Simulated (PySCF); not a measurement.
# [La(H2O)2]3+: other functionals and bases at one geometry

Aim: see how levels, charges and forces of [La(H2O)2]3+ depend on the level of theory. It is a constructed species; whether it can be made isn't addressed.

Program: PySCF 2.14.0. Level of theory: several levels, as the steps say, no spin–orbit coupling. These are calculated values, not measurements.

2 further runs of the same task are left out: 2 for a known fault of the program.

## (1) The system as given

7 atoms, charge 3, spin multiplicity 1.

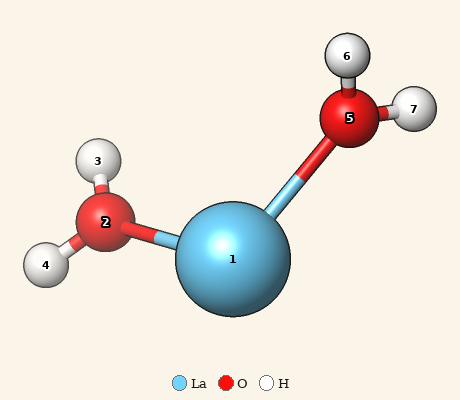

The geometry (lanthanum blue, oxygen red, hydrogen white); atoms are numbered from 1 in the order of the file.

Coordinates:

```xyz
7
H4LaO2
La   -0.8697   -0.8697   -0.0227
O     0.1020    0.1017    1.9235
H     0.8020    0.8016    1.9945
H    -0.1028   -0.1034    2.8737
O     0.1553    0.1557   -1.9187
H     0.9570   -0.1400   -2.4253
H    -0.1404    0.9574   -2.4251
```

Formal oxidation states: La +3. An earlier session relaxed this geometry at B3LYP, La def2-SVP with ECP46, O def2-SVP, H def2-SVP (singlet, point group Cs).

At B3LYP on the finer grid: E = -183.187727 Eh, HOMO -25.36 eV, LUMO -18.37 eV, Mulliken charge on La1 +2.26 e, largest force component 0.012 eV/Å. 

Levels to run: wB97X; PBE0; M06-L; PBE; B3LYP, TZVP; B3LYP, x2c-SVP. Hardware: 2 threads of Arm Neoverse V1, shared host.

## (2) wB97X

Contents of run.py (the lines that set the calculation):

```python
mol = gto.M(atom='''
La    -0.86967    -0.86967    -0.02272
O      0.10204     0.10169     1.92349
H      0.80199     0.80163     1.99449
H     -0.10285    -0.10337     2.87369
O      0.15534     0.15569    -1.91866
H      0.95700    -0.13999    -2.42525
H     -0.14042     0.95744    -2.42505''',
    basis={'La': 'def2-SVP', 'O': 'def2-SVP', 'H': 'def2-SVP'},
    ecp={'La': 'def2-SVP'},
    charge=3, spin=0)
mf = dft.RKS(mol, xc='WB97X')
mf.grids.atom_grid = (75, 302)  # f atoms: unpruned, at least (60, 302)
mf = mf.density_fit()  # fitting sets: La def2-universal-JKFIT, O def2-universal-JKFIT, H def2-universal-JKFIT
mf.conv_tol = 1e-08; mf.max_cycle = 55
mf.kernel(dm0)  # dm0: the density of the relaxed state
```

On the command line:

```console
> OMP_NUM_THREADS=2 python run.py
```

## (3) PBE0

Edit run.py (the lines that set the calculation) of step 2 so:

```diff
@@ -11,3 +11,3 @@
     charge=3, spin=0)
-mf = dft.RKS(mol, xc='WB97X')
+mf = dft.RKS(mol, xc='PBE0')
 mf.grids.atom_grid = (75, 302)  # f atoms: unpruned, at least (60, 302)
```

## (4) M06-L

Edit run.py (the lines that set the calculation) of step 3 so:

```diff
@@ -11,3 +11,3 @@
     charge=3, spin=0)
-mf = dft.RKS(mol, xc='PBE0')
+mf = dft.RKS(mol, xc='M06L')
 mf.grids.atom_grid = (75, 302)  # f atoms: unpruned, at least (60, 302)
```

## (5) PBE

Edit run.py (the lines that set the calculation) of step 4 so:

```diff
@@ -11,3 +11,3 @@
     charge=3, spin=0)
-mf = dft.RKS(mol, xc='M06L')
+mf = dft.RKS(mol, xc='PBE')
 mf.grids.atom_grid = (75, 302)  # f atoms: unpruned, at least (60, 302)
```

## (6) B3LYP, TZVP

Basis: La def2-TZVP with ECP46, O def2-TZVP, H def2-TZVP. 

Contents of run.py (the lines that set the calculation):

```python
mol = gto.M(atom='''
La    -0.86967    -0.86967    -0.02272
O      0.10204     0.10169     1.92349
H      0.80199     0.80163     1.99449
H     -0.10285    -0.10337     2.87369
O      0.15534     0.15569    -1.91866
H      0.95700    -0.13999    -2.42525
H     -0.14042     0.95744    -2.42505''',
    basis={'La': 'def2-TZVP', 'O': 'def2-TZVP', 'H': 'def2-TZVP'},
    ecp={'La': 'def2-TZVP'},
    charge=3, spin=0)
mf = dft.RKS(mol, xc='B3LYP')
mf.grids.atom_grid = (75, 302)  # f atoms: unpruned, at least (60, 302)
mf = mf.density_fit()  # fitting sets: La def2-universal-JKFIT, O def2-universal-JKFIT, H def2-universal-JKFIT
mf.conv_tol = 1e-08; mf.max_cycle = 55
mf.kernel(dm0)  # dm0: free metal ions and neutral atoms
```

## (7) B3LYP, x2c-SVP

Basis: La x2c-SVPall, O x2c-SVPall, H x2c-SVPall. All electrons are treated, with the spin-free X2C Hamiltonian.

Contents of run.py (the lines that set the calculation):

```python
mol = gto.M(atom='''
La    -0.86967    -0.86967    -0.02272
O      0.10204     0.10169     1.92349
H      0.80199     0.80163     1.99449
H     -0.10285    -0.10337     2.87369
O      0.15534     0.15569    -1.91866
H      0.95700    -0.13999    -2.42525
H     -0.14042     0.95744    -2.42505''',
    basis={'La': 'x2c-SVPall', 'O': 'x2c-SVPall', 'H': 'x2c-SVPall'},
    nucmod='G',
    charge=3, spin=0)
mf = dft.RKS(mol, xc='B3LYP')
mf.grids.atom_grid = (99, 590)  # f atoms: unpruned, at least (60, 302)
mf = mf.density_fit()  # fitting sets: La AutoAux, O AutoAux, H AutoAux
mf = mf.sfx2c1e()
mf.conv_tol = 1e-08; mf.max_cycle = 55
mf.kernel(dm0)  # dm0: free metal ions and neutral atoms
```

**Question.** What will these runs give? Wanted: for each run, HOMO; gap; charge on La1; dipole; largest force.

**Answer**, as computed:

| level | state | HOMO (eV) | gap (eV) | charge on La1 (e) | dipole (D) | largest force (eV/Å) | basis functions | time |
| --- | --- | --- | --- | --- | --- | --- | --- | --- |
| B3LYP (relaxed here) | singlet | -25.36 | 6.99 | 2.26 | 2.54 | 0.01 | 80 | 6.7 s |
| wB97X | singlet | -28.18 | 12.49 | 2.31 | 2.26 | 0.18 | 80 | 3.6 s |
| PBE0 | singlet | -25.68 | 7.60 | 2.28 | 2.48 | 0.15 | 80 | 2.9 s |
| M06-L | singlet | -24.20 | 5.79 | 2.33 | 2.38 | 0.20 | 80 | 4.6 s |
| PBE | singlet | -23.91 | 4.93 | 2.19 | 2.82 | 0.38 | 80 | 3.2 s |
| B3LYP, TZVP | singlet | -25.42 | 7.05 | 2.40 | 2.49 | 0.32 | 126 | 7.2 s |
| B3LYP, x2c-SVP | singlet | -25.44 | 6.86 | 2.28 | 2.55 | 0.42 | 114 | 19 s |

Times are on 2 threads of Arm Neoverse V1, shared host; the first row also made further properties. The dipole of a charged species depends on the origin, so these sizes hold for this origin alone.

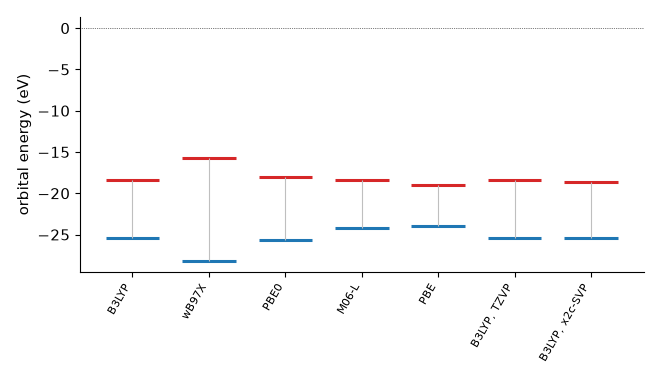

Highest filled and lowest empty level, method by method.

In one basis the HOMO–LUMO gap runs from 4.93 eV (PBE) to 12.49 eV (wB97X). The largest leftover force, 0.42 eV/Å with B3LYP, x2c-SVP, stands at a geometry relaxed at another level. The Mulliken charge on La spans +2.19 to +2.40 e over the levels. Total energies of different levels can't be compared. Spin–orbit coupling is left out throughout.
